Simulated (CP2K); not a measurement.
# C2F3N (cyanotrifluoromethane): r2SCAN/TZV2P-MOLOPT-SCAN-GTH (core potential)

What is the energy change on altering one bond length of C2F3N (cyanotrifluoromethane) at r2SCAN/TZV2P-MOLOPT-SCAN-GTH (core potential)? 

The results are computed with CP2K 2026.2.

## 1. The structure to begin with

C2F3N has 6 atoms, charge 0, and is taken as a singlet. SMILES: `N#CC(F)(F)F`. The coordinates come from a PBE0-D4/def2-TZVP relaxation.

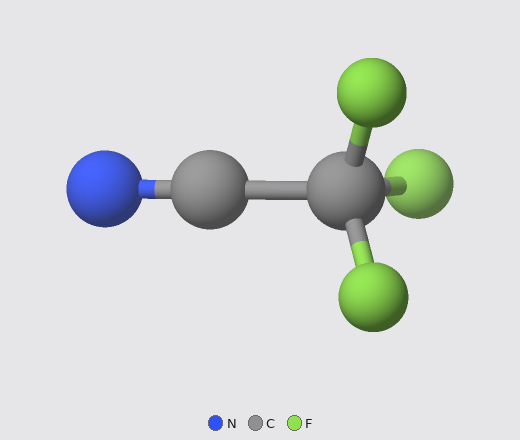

The structure, seen from a chosen angle (nitrogen blue, carbon grey, fluorine green).

## 2. The energy at r2SCAN/TZV2P-MOLOPT-SCAN-GTH (core potential)

The input, job.inp:

```
&GLOBAL
  PROJECT_NAME job
  RUN_TYPE ENERGY
  PRINT_LEVEL MEDIUM
&END GLOBAL

&FORCE_EVAL
  METHOD Quickstep
  &DFT
    BASIS_SET_FILE_NAME BASIS_MOLOPT_UZH
    POTENTIAL_FILE_NAME POTENTIAL_UZH
    CHARGE 0
    MULTIPLICITY 1
    # Quickstep
    &QS
      METHOD GPW
      EPS_DEFAULT 1.0E-10
    &END QS
    &MGRID
      CUTOFF 550
      REL_CUTOFF 50
      NGRIDS 4
    &END MGRID
    &POISSON
      PERIODIC NONE
      POISSON_SOLVER MULTIPOLE
    &END POISSON
    &SCF
      SCF_GUESS ATOMIC
      EPS_SCF 1.0E-06
      MAX_SCF 30
      &OT ON
        MINIMIZER DIIS
        PRECONDITIONER FULL_SINGLE_INVERSE
      &END OT
      &OUTER_SCF
        EPS_SCF 1.0E-06
        MAX_SCF 5
      &END OUTER_SCF
    &END SCF
    # functional
    &XC
      &XC_FUNCTIONAL
        &MGGA_X_R2SCAN
        &END MGGA_X_R2SCAN
        &MGGA_C_R2SCAN
        &END MGGA_C_R2SCAN
      &END XC_FUNCTIONAL
    &END XC
    # extra output
    &PRINT
      &MOMENTS
        PERIODIC F
        REFERENCE COM
        MAX_MOMENT 1
      &END MOMENTS
      &MO_CUBES
        NLUMO 3
        NHOMO -1
        WRITE_CUBE F
      &END MO_CUBES
      &HIRSHFELD OFF
      &END HIRSHFELD
    &END PRINT
  &END DFT
  &SUBSYS
    # box in angstrom
    &CELL
      ABC [angstrom] 9.3 9.9 9
      PERIODIC NONE
    &END CELL
    &COORD
      N      1.022100    -1.705100     0.893500
      C      0.486200    -0.810600     0.417800
      C     -0.206400     0.345600    -0.197200
      F     -1.316000    -0.055800    -0.802300
      F      0.581500     0.927000    -1.091500
      F     -0.525200     1.234800     0.733600
    &END COORD
    &TOPOLOGY
      &CENTER_COORDINATES
      &END CENTER_COORDINATES
    &END TOPOLOGY
    &KIND N
      BASIS_SET TZV2P-MOLOPT-SCAN-GTH-q5
      POTENTIAL GTH-SCAN-q5
    &END KIND
    &KIND C
      BASIS_SET TZV2P-MOLOPT-SCAN-GTH-q4
      POTENTIAL GTH-SCAN-q4
    &END KIND
    &KIND F
      BASIS_SET TZV2P-MOLOPT-SCAN-GTH-q7
      POTENTIAL GTH-SCAN-q7
    &END KIND
  &END SUBSYS
&END FORCE_EVAL
```

Command:

```console
$ OMP_NUM_THREADS=1 cp2k.psmp -i job.inp > job.out 2>&1
```

The program printed:

```text
CP2K| version string:                                       CP2K version 2026.2
[...]
 GLOBAL| Method name                                                        CP2K
[...]
 GLOBAL| Run type                                                         ENERGY
[...]
 DFT| Spin restricted Kohn-Sham (RKS) calculation                            RKS
 DFT| Multiplicity                                                             1
[...]
 DFT| Charge                                                                   0
[...]
 FUNCTIONAL| MGGA_X_R2SCAN:
[...]
 FUNCTIONAL| MGGA_C_R2SCAN:
[...]
 QS| Method:                                                                 GPW
[...]
 QS| Density cutoff [a.u.]:                                                275.0
[...]
 QS| Relative density cutoff [a.u.]:                                        25.0
[...]
                             - Atoms:                                          6
[...]
                             - Spherical basis functions:                    174
[...]
 Number of electrons:                                                         34
[...]
     1 OT DIIS     0.80E-01    2.3     0.16277191       -88.8900132437 -8.89E+01
[...]
     7 OT DIIS     0.80E-01    2.8     0.00000059       -93.8771648409 -3.89E-09
  *** SCF run converged in     7 steps ***
[...]
  Overlap energy of the core charge distribution:               0.00000778832174
  Self energy of the core charge distribution:               -245.96437173048176
  Core Hamiltonian energy:                                     69.70339998630635
  Hartree energy:                                             102.24446005325636
  Exchange-correlation energy:                                -19.86066093831121
  Total energy:                                               -93.87716484090852
[...]
                     Mulliken Population Analysis
 #  Atom  Element  Kind  Atomic population                           Net charge
       1     N        1          5.066621                             -0.066621
       2     C        2          4.061543                             -0.061543
       3     C        2          3.383827                              0.616173
       4     F        3          7.161962                             -0.161962
       5     F        3          7.162826                             -0.162826
       6     F        3          7.163221                             -0.163221
 # Total charge                             34.000000                 -0.000000
[...]
  Dipole moment [Debye]
    X= -0.7081805E+00 Y=  0.1181584E+01 Z= -0.6285399E+00  Total=      1.5141738
[...]
 HOMO - LUMO gap [eV] :    8.275818
 ENERGY| Total FORCE_EVAL ( QS ) energy [hartree]            -93.877164840908520
[...]
```

Wall time 1.7 min (1 thread of Arm Neoverse V1, shared host); peak memory 1.1 GiB.

## 3. The distorted shape, same level

The input, mol.inp:

```
&GLOBAL
   PROJECT mol
   RUN_TYPE ENERGY
   PRINT_LEVEL MEDIUM
&END GLOBAL

&FORCE_EVAL
   METHOD QUICKSTEP
   &DFT
      BASIS_SET_FILE_NAME BASIS_MOLOPT_UZH
      POTENTIAL_FILE_NAME POTENTIAL_UZH
      &QS
         METHOD GPW
         EPS_DEFAULT 1.0E-10
      &END QS
      # plane-wave cutoff in Ry
      &MGRID
         CUTOFF 550
         REL_CUTOFF 50
         NGRIDS 4
      &END MGRID
      &POISSON
         PERIODIC NONE
         POISSON_SOLVER MULTIPOLE
      &END POISSON
      &SCF
         SCF_GUESS ATOMIC
         EPS_SCF 1.0E-06
         MAX_SCF 40
         &OT
            MINIMIZER DIIS
            PRECONDITIONER FULL_SINGLE_INVERSE
         &END OT
         &OUTER_SCF
            EPS_SCF 1.0E-06
            MAX_SCF 5
         &END OUTER_SCF
      &END SCF
      &XC
         &XC_FUNCTIONAL
            &MGGA_X_R2SCAN
            &END MGGA_X_R2SCAN
            &MGGA_C_R2SCAN
            &END MGGA_C_R2SCAN
         &END XC_FUNCTIONAL
      &END XC
      &PRINT
         &MOMENTS
            PERIODIC F
            REFERENCE COM
            MAX_MOMENT 1
         &END MOMENTS
         &MO_CUBES
            NLUMO 1
            NHOMO -1
            WRITE_CUBE F
         &END MO_CUBES
         &HIRSHFELD OFF
         &END HIRSHFELD
      &END PRINT
   &END DFT
   &SUBSYS
      &CELL
         ABC 9.5 10.1 9.7
         PERIODIC NONE
      &END CELL
      &COORD
         N      5.824193     3.501392     6.200217
         C      5.288293     4.395892     5.724517
         C      4.595693     5.552092     5.109517
         F      3.486093     5.150692     4.504417
         F      6.013907     6.598608     3.499783
         F      4.276893     6.441292     6.040317
      &END COORD
      &KIND N
         BASIS_SET TZV2P-MOLOPT-SCAN-GTH-q5
         POTENTIAL GTH-SCAN-q5
      &END KIND
      &KIND C
         BASIS_SET TZV2P-MOLOPT-SCAN-GTH-q4
         POTENTIAL GTH-SCAN-q4
      &END KIND
      &KIND F
         BASIS_SET TZV2P-MOLOPT-SCAN-GTH-q7
         POTENTIAL GTH-SCAN-q7
      &END KIND
   &END SUBSYS
&END FORCE_EVAL
```

Command:

```console
$ OMP_NUM_THREADS=1 cp2k.psmp mol.inp > mol.out
```

The program printed:

```text
CP2K| version string:                                       CP2K version 2026.2
[...]
 GLOBAL| Method name                                                        CP2K
[...]
 GLOBAL| Run type                                                         ENERGY
[...]
 DFT| Spin restricted Kohn-Sham (RKS) calculation                            RKS
 DFT| Multiplicity                                                             1
[...]
 DFT| Charge                                                                   0
[...]
 FUNCTIONAL| MGGA_X_R2SCAN:
[...]
 FUNCTIONAL| MGGA_C_R2SCAN:
[...]
 QS| Method:                                                                 GPW
[...]
 QS| Density cutoff [a.u.]:                                                275.0
[...]
 QS| Relative density cutoff [a.u.]:                                        25.0
[...]
                             - Atoms:                                          6
[...]
                             - Spherical basis functions:                    174
[...]
 Number of electrons:                                                         34
[...]
     1 OT DIIS     0.80E-01    2.7     0.13123771       -89.7169882255 -8.97E+01
[...]
    30 OT DIIS     0.80E-01    3.1     0.00000095       -93.7227690877  1.23E-09
  *** SCF run converged in    30 steps ***
[...]
  Overlap energy of the core charge distribution:               0.00000778516863
  Self energy of the core charge distribution:               -245.96437173048176
  Core Hamiltonian energy:                                     68.93552543681589
  Hartree energy:                                             102.89445607118421
  Exchange-correlation energy:                                -19.58838665035019
  Total energy:                                               -93.72276908766322
[...]
                     Mulliken Population Analysis
 #  Atom  Element  Kind  Atomic population                           Net charge
       1     N        1          5.023151                             -0.023151
       2     C        2          3.973132                              0.026868
       3     C        2          3.468113                              0.531887
       4     F        3          7.074538                             -0.074538
       5     F        3          7.385857                             -0.385857
       6     F        3          7.075210                             -0.075210
 # Total charge                             34.000000                 -0.000000
[...]
  Dipole moment [Debye]
    X= -0.2790287E+01 Y= -0.8140004E+00 Z=  0.2123765E+01  Total=      3.5998159
[...]
 HOMO - LUMO gap [eV] :    1.531145
 ENERGY| Total FORCE_EVAL ( QS ) energy [hartree]            -93.722769087663224
[...]
```

It took 3.7 min on 1 thread of Arm Neoverse V1, shared host; peak memory 1.2 GiB.

## 4. Outcome

Level: r2SCAN/TZV2P-MOLOPT-SCAN-GTH (core potential).

| quantity | value |
| --- | --- |
| first shape: total energy | -93.87716 Eh |
| first shape: dipole moment | 1.51 D |
| first shape: HOMO energy | -9.97 eV |
| first shape: LUMO energy | -1.70 eV |
| first shape: HOMO–LUMO gap | 8.28 eV |
| distorted shape: total energy | -93.72277 Eh |
| distorted shape: dipole moment | 3.60 D |
| distorted shape: HOMO energy | -8.32 eV |
| distorted shape: LUMO energy | -6.78 eV |
| distorted shape: HOMO–LUMO gap | 1.53 eV |
| energy change with the C3–F5 bond stretched from 1.326 to 2.387 Å | 4.201 eV |

One bond (distorted shape) is far stretched, which a spin-restricted single reference describes badly; a broken-symmetry solution may lie lower. With the C3–F5 bond stretched from 1.326 to 2.387 Å the energy rises by 4.20 eV (405 kJ/mol). The first shape isn't relaxed at this level, so the change isn't measured from a minimum. A restricted reference can't describe the breaking bond well at this length.
